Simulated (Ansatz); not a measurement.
# Geometry relaxation, with input and output: C$_{5}$H$_{14}$OSi (part 1 of 2)

The run: geometry relaxation of C$_{5}$H$_{14}$OSi, SMILES CCO[Si](C)(C)C. Method and program: RKS PBE0-D4/def2-TZVP (Ansatz 0.2.0).

The geometry: PBE-D4/def2-SVP start. Figures and captions count atoms from 1; the log counts them from 0 in places.

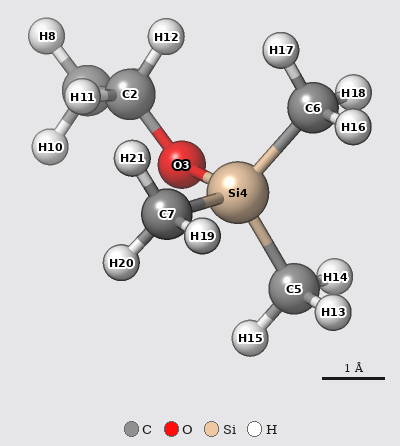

Fig. 1: The input geometry (ball-and-stick view, seen at a tilt; atoms are numbered from 1 in the order of the input). Bond lengths as drawn: C–C 1.52 Å, C–H 1.11 to 1.12 Å, C–O 1.42 Å, C–Si 1.88 to 1.89 Å and O–Si 1.70 Å.

Input
```yaml
crystal:
  periodic: [false, false, false]
  atoms:
    - {symbol: C, position_ang: [0.888373, -2.752873, -1.268791]}
    - {symbol: C, position_ang: [0.649999, -1.725814, -0.172626]}
    - {symbol: O, position_ang: [0.061302, -0.566175, -0.735005]}
    - {symbol: Si, position_ang: [-0.321969, 0.830536, 0.149457]}
    - {symbol: C, position_ang: [-1.075089, 2.006681, -1.107273]}
    - {symbol: C, position_ang: [-1.564146, 0.411050, 1.510528]}
    - {symbol: C, position_ang: [1.246198, 1.565688, 0.905698]}
    - {symbol: H, position_ang: [1.348708, -3.673435, -0.856085]}
    - {symbol: H, position_ang: [-0.068344, -3.025904, -1.757656]}
    - {symbol: H, position_ang: [1.561976, -2.339747, -2.046219]}
    - {symbol: H, position_ang: [1.618554, -1.479467, 0.329449]}
    - {symbol: H, position_ang: [-0.009273, -2.164153, 0.617465]}
    - {symbol: H, position_ang: [-1.366139, 2.963282, -0.626116]}
    - {symbol: H, position_ang: [-1.981574, 1.567051, -1.570769]}
    - {symbol: H, position_ang: [-0.354896, 2.237111, -1.918485]}
    - {symbol: H, position_ang: [-1.879166, 1.326158, 2.054098]}
    - {symbol: H, position_ang: [-1.137290, -0.288422, 2.258643]}
    - {symbol: H, position_ang: [-2.473444, -0.060012, 1.083781]}
    - {symbol: H, position_ang: [1.020090, 2.512165, 1.439758]}
    - {symbol: H, position_ang: [1.996054, 1.790587, 0.119634]}
    - {symbol: H, position_ang: [1.715677, 0.876492, 1.637614]}
basis:
  gaussian: {orbitals: def2-TZVP}
hamiltonian: {xc: pbe0, dispersion: d4}
relax: {f_tol: 0.005, max_steps: 150}
```

Hardware: 2 CPU threads, shared host.

Launch command:
```bash
ansatz run in.yaml --threads 2 --pin off --events-out ev --progress --plain --max-ram 32768MiB --backend cuda --devices 0, --max-vram 18GiB
```

What the program printed
```
Functional definition: PBE0
  name "PBE0"
  cite "Adamo & Barone, J. Chem. Phys. 110, 6158 (1999) doi:10.1063/1.478522"
  cite "Perdew, Burke & Ernzerhof, Phys. Rev. Lett. 77, 3865 (1996) doi:10.1103/PhysRevLett.77.3865"
  parent pbe
  parameter a = 0.25
  parameter kappa = 0.804
  parameter beta = 0.06672455060314922
  exchange = (1 - a)*pbe_x(kappa = kappa, mu = beta*pi^2/3) + a*exact_x
  correlation = pbe_c(beta = beta)
1935 factors; their error is unknown
mean field evaluation 1: about -15312.8253 eV, gradient 9.3e1 eV
mean field evaluation 2: about -15306.1621 eV, gradient 1.0e2 eV
mean field evaluation 4: about -15331.2364 eV, gradient 5.6e0 eV
mean field evaluation 8: about -15331.2963 eV, gradient 5.7e-2 eV
mean field evaluation 16: about -15331.3077 eV, gradient 2.3e-4 eV
mean field -15331.30773548 eV, -563.4151673452 hartree, gradient 3.7e-5 eV, S^2 0.000000; 0 other end points of the search recorded, 0 dependent functions left out
the calculation of the forces begins
reference -15331.30777879 eV, -563.4151689368 hartree; 33, 33 occupied and 274, 274 virtual orbitals, 1935 factors
relax step   1: F+E_penalty+E_count = -15331.70299507 eV  Δ(F+E_penalty+E_count) = +0.000e0 eV  max|allowed force component| = 6.816e-1 eV/Å  Δτ_max = 0.0000 Å  (28 SCF iters, accepted)
these checks for a lower state are left out or cut short: starts, cluster_reference, orbital_swaps, neighbouring_geometries, increment
1935 factors; their error is unknown
mean field -15331.39462260 eV, -563.4183603881 hartree, gradient 2.2e-5 eV, S^2 0.000000; 0 other end points of the search recorded, 0 dependent functions left out
the calculation of the forces begins
reference -15331.39466547 eV, -563.4183619633 hartree; 33, 33 occupied and 274, 274 virtual orbitals, 1935 factors
relax step   2: F+E_penalty+E_count = -15331.79326307 eV  Δ(F+E_penalty+E_count) = -9.027e-2 eV  max|allowed force component| = 4.665e-1 eV/Å  Δτ_max = 0.0398 Å  (30 SCF iters, accepted)
these checks for a lower state are left out or cut short: starts, cluster_reference, orbital_swaps, neighbouring_geometries, increment
1935 factors; their error is unknown
mean field evaluation 32: about -15331.4073 eV, gradient 2.1e-5 eV
mean field -15331.40727118 eV, -563.4188252149 hartree, gradient 2.1e-5 eV, S^2 0.000000; 0 other end points of the search recorded, 0 dependent functions left out
the calculation of the forces begins
reference -15331.40731382 eV, -563.4188267817 hartree; 33, 33 occupied and 274, 274 virtual orbitals, 1935 factors
relax step   3: F+E_penalty+E_count = -15331.80810505 eV  Δ(F+E_penalty+E_count) = -1.484e-2 eV  max|allowed force component| = 7.724e-2 eV/Å  Δτ_max = 0.0191 Å  (30 SCF iters, accepted)
these checks for a lower state are left out or cut short: starts, cluster_reference, orbital_swaps, neighbouring_geometries, increment
1935 factors; their error is unknown
mean field -15331.40761937 eV, -563.4188380105 hartree, gradient 2.2e-5 eV, S^2 0.000000; 0 other end points of the search recorded, 0 dependent functions left out
the calculation of the forces begins
reference -15331.40766201 eV, -563.4188395776 hartree; 33, 33 occupied and 274, 274 virtual orbitals, 1935 factors
relax step   4: F+E_penalty+E_count = -15331.80842783 eV  Δ(F+E_penalty+E_count) = -3.228e-4 eV  max|allowed force component| = 2.642e-2 eV/Å  Δτ_max = 0.0023 Å  (31 SCF iters, accepted)
these checks for a lower state are left out or cut short: starts, cluster_reference, orbital_swaps, neighbouring_geometries, increment
1935 factors; their error is unknown
mean field -15331.40798263 eV, -563.4188513599 hartree, gradient 2.2e-5 eV, S^2 0.000000; 0 other end points of the search recorded, 0 dependent functions left out
the calculation of the forces begins
reference -15331.40802529 eV, -563.4188529278 hartree; 33, 33 occupied and 274, 274 virtual orbitals, 1935 factors
relax step   5: F+E_penalty+E_count = -15331.80853591 eV  Δ(F+E_penalty+E_count) = -1.081e-4 eV  max|allowed force component| = 1.820e-2 eV/Å  Δτ_max = 0.0095 Å  (30 SCF iters, accepted)
these checks for a lower state are left out or cut short: starts, cluster_reference, orbital_swaps, neighbouring_geometries, increment
1935 factors; their error is unknown
mean field -15331.40803009 eV, -563.4188531041 hartree, gradient 2.2e-5 eV, S^2 0.000000; 0 other end points of the search recorded, 0 dependent functions left out
the calculation of the forces begins
reference -15331.40807275 eV, -563.4188546721 hartree; 33, 33 occupied and 274, 274 virtual orbitals, 1935 factors
relax step   6: F+E_penalty+E_count = -15331.80855443 eV  Δ(F+E_penalty+E_count) = -1.852e-5 eV  max|allowed force component| = 1.187e-2 eV/Å  Δτ_max = 0.0067 Å  (31 SCF iters, accepted)
these checks for a lower state are left out or cut short: starts, cluster_reference, orbital_swaps, neighbouring_geometries, increment
1935 factors; their error is unknown
mean field -15331.40805663 eV, -563.4188540797 hartree, gradient 2.2e-5 eV, S^2 0.000000; 0 other end points of the search recorded, 0 dependent functions left out
the calculation of the forces begins
reference -15331.40809930 eV, -563.4188556477 hartree; 33, 33 occupied and 274, 274 virtual orbitals, 1935 factors
relax step   7: F+E_penalty+E_count = -15331.80857158 eV  Δ(F+E_penalty+E_count) = -1.715e-5 eV  max|allowed force component| = 4.025e-3 eV/Å  Δτ_max = 0.0018 Å  (31 SCF iters, accepted)
1935 factors; their error is unknown
mean field evaluation 64: about -15331.4081 eV, gradient 2.9e-4 eV
```

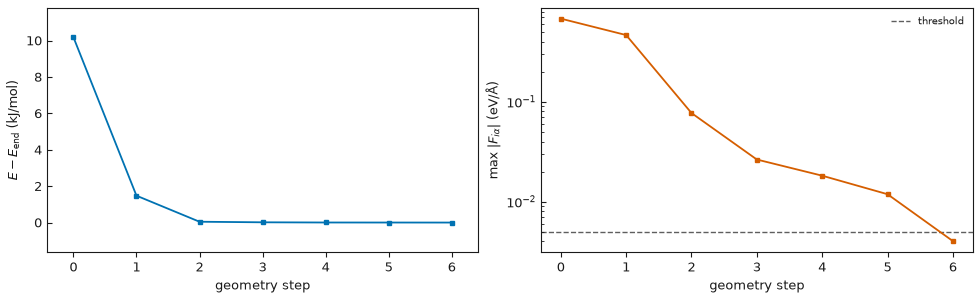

Fig. 2: Progress of the relaxation, step by step (the first geometry is step 0 here and step 1 in the log).

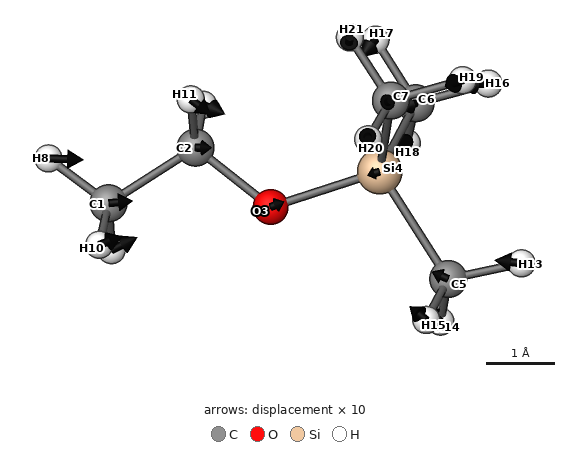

Fig. 3: The starting structure with the displacements as black arrows, magnified 10 times (ball-and-stick view, seen at a tilt). The two geometries are laid on each other by the best rigid fit. After 6 geometry steps the energy has fallen by 10.2 kJ/mol. Largest force component: 0.68 eV/Å at the start, 0.004 eV/Å at the end. The largest moves after the best rigid fit, 0.052 Å, are those of H8 and H16. Largest moves by element: H 0.052 Å, C 0.037 Å, O 0.023 Å, Si 0.020 Å. Among the contacts that change: O3–Si4 1.697 → 1.655 Å, C2–H11 1.118 → 1.099 Å, Si4–C6 1.890 → 1.871 Å, Si4–C5 1.879 → 1.861 Å. (Atoms are counted from 1 in the order of the input.)

```
mean field -15331.40805663 eV, -563.4188540797 hartree, gradient 2.2e-5 eV, S^2 0.000000; 1 other end points of the search recorded, 0 dependent functions left out
the calculation of the forces begins
reference -15331.40809930 eV, -563.4188556477 hartree; 33, 33 occupied and 274, 274 virtual orbitals, 1935 factors
Total energy: -15331.80861425 eV, -563.4335743004 hartree
Atom 0 at     0.874888    -2.721209    -1.256028 Å, force    -0.000093    -0.000370    -0.000335 eV/Å
Atom 1 at     0.645814    -1.700890    -0.167712 Å, force    -0.001024     0.001975    -0.002064 eV/Å
Atom 2 at     0.060105    -0.546648    -0.723066 Å, force     0.002001    -0.004025     0.001045 eV/Å
Atom 3 at    -0.316980     0.814335     0.139215 Å, force     0.001095    -0.002050     0.001977 eV/Å
Atom 4 at    -1.063750     1.982154    -1.103000 Å, force     0.000237     0.000820     0.001421 eV/Å
Atom 5 at    -1.540062     0.402190     1.493677 Å, force    -0.000861     0.001044    -0.001195 eV/Å
Atom 6 at     1.228230     1.543733     0.901287 Å, force    -0.000466     0.000874    -0.001276 eV/Å
Atom 7 at     1.327772    -3.626711    -0.844610 Å, force    -0.000010     0.000104     0.000366 eV/Å
Atom 8 at    -0.070641    -2.990551    -1.731001 Å, force    -0.000165     0.000009     0.000437 eV/Å
Atom 9 at     1.539262    -2.317998    -2.022972 Å, force     0.000020     0.000023     0.000226 eV/Å
Atom 10 at     1.600492    -1.449676     0.315476 Å, force    -0.000062     0.000149    -0.000728 eV/Å
Atom 11 at    -0.007574    -2.122808     0.608721 Å, force     0.000109     0.000214    -0.000380 eV/Å
Atom 12 at    -1.349669     2.926442    -0.631905 Å, force    -0.000633     0.000960    -0.000664 eV/Å
Atom 13 at    -1.956756     1.546542    -1.557686 Å, force     0.000522    -0.000367     0.000659 eV/Å
Atom 14 at    -0.353176     2.204332    -1.902814 Å, force     0.000081    -0.000510     0.000839 eV/Å
Atom 15 at    -1.835208     1.305557     2.035103 Å, force    -0.000799    -0.000061     0.000533 eV/Å
Atom 16 at    -1.117074    -0.292868     2.224132 Å, force     0.000527     0.000551    -0.001002 eV/Å
Atom 17 at    -2.444952    -0.051645     1.081191 Å, force    -0.000207    -0.000066     0.000165 eV/Å
Atom 18 at     0.996056     2.472492     1.430277 Å, force     0.000590     0.000675     0.000210 eV/Å
Atom 19 at     1.973661     1.772043     0.135054 Å, force     0.000258     0.000176     0.000248 eV/Å
Atom 20 at     1.685161     0.861983     1.623761 Å, force    -0.001121    -0.000123    -0.000483 eV/Å
Dipole moment:     0.045659    -0.017881     0.185097 e Å
```
